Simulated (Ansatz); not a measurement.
These are PBE (plane waves to 420 eV, PAW; Ansatz, a first-principles code) values and carry that method's errors.

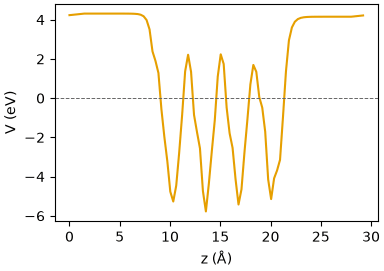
*Planar average of the electrostatic potential across the slab, in eV from the highest filled level, for a constructed model of the (111)A surface of zinc-blende AlAs (in the relaxation 3 Al–O bonds formed), Al-terminated, 2x2 O adatom at H3 (bottom of the slab: 3 H on 4 bottom sites)*

Set-up: 36 atoms, 13.2 Å thick at the start with caps and adatoms (thin: gaps and levels are the slab's own); mesh 3x3x1; 0.025 eV smearing; dipole correction on; 8 atoms held, the rest relaxed; symmetry of the start imposed; spin-polarised, ending with about 1.0 μB a cell; orders that need a larger cell were not tried, no spin-orbit, no U. In PBE it is, or lies within 0.01 eV a 1x1 cell of, the lowest of the 2 structures of its composition computed so far; subsurface sites and larger cells were not tried.

The vacuum level lies 4.15 eV above the highest filled level over the top face and 4.31 eV above it under the bottom face.
